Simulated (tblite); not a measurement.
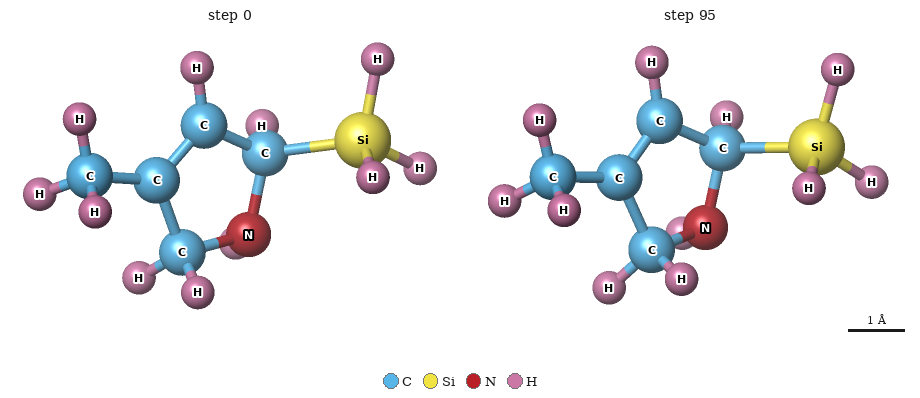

The structure of C5H11NSi before (left) and after (right) a relaxation, at one scale.

A ball-and-stick model, seen at a tilt.

Theory: GFN2-xTB geometry optimisation, gas phase in tblite 0.8.0. 

**Summarise the run.**

The largest move after the best rigid fit is that of an H atom, 0.49 Å. By element the largest moves are H 0.49 Å, N 0.23 Å, Si 0.19 Å, C 0.18 Å. Among the contacts that change: H–Si 1.495 → 1.461 Å, C–N 1.500 → 1.476 Å, C–C 1.489 → 1.513 Å, C–Si 1.894 → 1.917 Å. Among the angles between lasting bonds that change: Si–C–N 110.2° → 105.9°, C–Si–H 112.7° → 108.9°, H–Si–H 107.0° → 110.6°. After 95 geometry steps the energy has fallen by 0.130 eV. Cost: 0.55 s on 1 thread of Arm Neoverse V2, on a shared host.
